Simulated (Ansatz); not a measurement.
# PH3S (SMILES [PH3]=S): B3LYP/STO-3G

What is the electronic atomisation energy of PH3S at B3LYP/STO-3G? 

Program for the calculation: Ansatz 0.2.0.

47 further runs of the same task are left out: 47 set aside as unsound or not needed.

## 1. Starting point

PH3S has 5 atoms, charge 0, and is taken as a singlet. As SMILES, `[PH3]=S`. The shape is that of a GFN2-xTB optimisation.

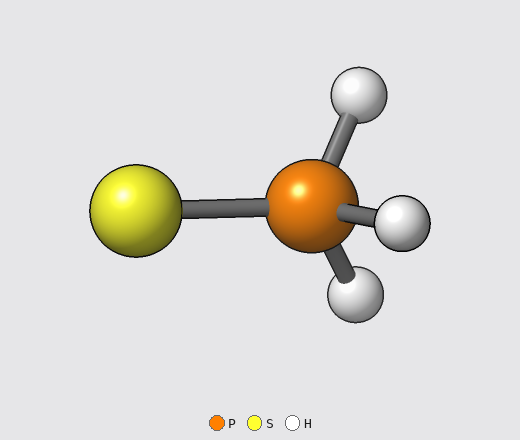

Viewed from a chosen angle; phosphorus orange, sulfur yellow, hydrogen white.

## 2. A single-point energy at B3LYP/STO-3G

in.yaml reads:

```yaml
crystal:
  periodic: [false, false, false]
  atoms:
    - symbol: P
      position_ang: [0.007920, -0.006600, 0.007660]
    - symbol: S
      position_ang: [1.261690, -0.941140, 1.111260]
    - symbol: H
      position_ang: [-1.166840, 0.461930, 0.594540]
    - symbol: H
      position_ang: [-0.532470, -0.676580, -1.089190]
    - symbol: H
      position_ang: [0.429710, 1.162380, -0.624270]
basis:
  gaussian:
    orbitals: STO-3G
hamiltonian:
  xc: {name: B3LYP}
accuracy: high
```

The run is started by

```bash
$ ansatz run in.yaml --threads 1 --pin off --max-ram 2610MiB --events-out events.jsonl --progress --plain --runs-dir runs
```

Standard output:

```text
Warning: RAYON_NUM_THREADS=1 ignored (pool sized by the plan → 1); use --threads N
Functional definition: B3LYP
  name "B3LYP"
  parameter a0 = 0.2
  parameter ax = 0.72
  parameter ac = 0.81
  exchange = (1 - a0 - ax)*slater_x + ax*b88_x + a0*exact_x
  correlation = (1 - ac)*vwn_rpa_c + ac*lyp_c
365 factors; integrals over basis functions are off by at most 2.7e-8 eV
mean field evaluation 1: about -19941.6915 eV, gradient 2.9e1 eV
mean field evaluation 2: about -19929.6352 eV, gradient 6.8e1 eV
mean field evaluation 4: about -19945.2419 eV, gradient 1.6e0 eV
mean field evaluation 8: about -19945.2430 eV, gradient 1.8e-2 eV
mean field evaluation 16: about -19945.2430 eV, gradient 6.8e-8 eV
mean field -19945.24297008 eV, -732.9741597791 hartree, gradient 6.8e-8 eV, S^2 0.000000; 0 other end points of the search recorded, 0 dependent functions left out
reference -19945.24299559 eV, -732.9741607165 hartree; 17, 17 occupied and 4, 4 virtual orbitals, 365 factors
Total energy: -19945.24299559 eV, -732.9741607165 hartree
```

Wall time 0.58 s (1 thread of Intel Xeon 6975P-C (Granite Rapids), shared host); peak memory 0.12 GiB.

## 3. The H atom

job.yaml reads:

```yaml
crystal:
  periodic: [false, false, false]
  atoms:
    - symbol: H
      position_ang: [0.000000, 0.000000, 0.000000]
basis:
  gaussian:
    orbitals: STO-3G
magnetization:
  spin_polarized: true
  initial_magnetization: 1
hamiltonian:
  xc: {name: B3LYP}
accuracy: high
```

The run is started by

```bash
$ ansatz run job.yaml --threads 1 --pin off --max-ram 2610MiB --events-out events.jsonl --progress --plain --runs-dir runs
```

Standard output:

```text
Warning: RAYON_NUM_THREADS=1 ignored (pool sized by the plan → 1); use --threads N
Functional definition: B3LYP
  name "B3LYP"
  parameter a0 = 0.2
  parameter ax = 0.72
  parameter ac = 0.81
  exchange = (1 - a0 - ax)*slater_x + ax*b88_x + a0*exact_x
  correlation = (1 - ac)*vwn_rpa_c + ac*lyp_c
1 factors; integrals over basis functions are off by at most 4.6e-10 eV
mean field evaluation 1: about -12.7222 eV, gradient 0.0e0 eV
mean field evaluation 2: about -12.7222 eV, gradient 0.0e0 eV
mean field -12.72219657 eV, -0.4675321004 hartree, gradient 0.0e0 eV, S^2 0.750000; 0 other end points of the search recorded, 0 dependent functions left out
reference -12.72220983 eV, -0.4675325880 hartree; 1, 0 occupied and 0, 1 virtual orbitals, 1 factors
Total energy: -12.72220983 eV, -0.4675325880 hartree
```

Run time: 0.06 s. Hardware: 1 thread of Intel Xeon 6975P-C (Granite Rapids), shared host.

## 4. The P atom, same level

job.yaml reads:

```yaml
basis:
  gaussian:
    orbitals: STO-3G
crystal:
  periodic: [false, false, false]
  atoms:
    - {symbol: P, position_ang: [0.000000, 0.000000, 0.000000]}
accuracy: high
magnetization:
  spin_polarized: true
  initial_magnetization: 3
hamiltonian:
  xc: {name: B3LYP}
```

Run the same way, it converges to -337.35853 Eh (log not shown).

## 5. The S atom at the same level

input.yaml reads:

```yaml
basis:
  gaussian: {orbitals: STO-3G}
crystal:
  periodic: [false, false, false]
  atoms:
    - symbol: S
      position_ang: [0.000000, 0.000000, 0.000000]
total_charge: 0
magnetization: {spin_polarized: true, initial_magnetization: 2}
hamiltonian: {xc: {name: B3LYP}}
accuracy: high
```

The run is started by

```bash
$ ansatz run input.yaml --threads 1 --pin off --max-ram 2610MiB --events-out events.jsonl --progress --plain --runs-dir runs
```

Standard output:

```text
Warning: RAYON_NUM_THREADS=1 ignored (pool sized by the plan → 1); use --threads N
Functional definition: B3LYP
  name "B3LYP"
  parameter a0 = 0.2
  parameter ax = 0.72
  parameter ac = 0.81
  exchange = (1 - a0 - ax)*slater_x + ax*b88_x + a0*exact_x
  correlation = (1 - ac)*vwn_rpa_c + ac*lyp_c
42 factors; integrals over basis functions are off by at most 2.2e-9 eV
mean field evaluation 1: about -10712.3786 eV, gradient 1.6e-1 eV
mean field evaluation 2: about -10712.3786 eV, gradient 1.2e-4 eV
mean field evaluation 4: about -10712.3788 eV, gradient 4.5e-7 eV
mean field -10712.37883594 eV, -393.6726611097 hartree, gradient 1.8e-11 eV, S^2 2.000000; 0 other end points of the search recorded, 0 dependent functions left out
reference -10712.37885179 eV, -393.6726616923 hartree; 9, 7 occupied and 0, 2 virtual orbitals, 42 factors
Total energy: -10712.37885179 eV, -393.6726616923 hartree
```

Run time: 0.16 s. Hardware: 1 thread of Intel Xeon 6975P-C (Granite Rapids), shared host.

## 6. Summary of results

At B3LYP/STO-3G:

```
                     quantity          value
       molecule: total energy  -732.97416 Eh
         H atom: total energy    -0.46753 Eh
                 H atom: ⟨S²⟩          0.750
         P atom: total energy  -337.35853 Eh
                 P atom: ⟨S²⟩          3.750
         S atom: total energy  -393.67266 Eh
                 S atom: ⟨S²⟩          2.000
electronic atomisation energy      14.704 eV
```

**Reading.** Taking the molecule apart into free atoms costs 14.70 eV (1419 kJ/mol), before zero-point energy and without spin-orbit coupling. In a minimal basis such a difference can be off by several eV, whatever the method.
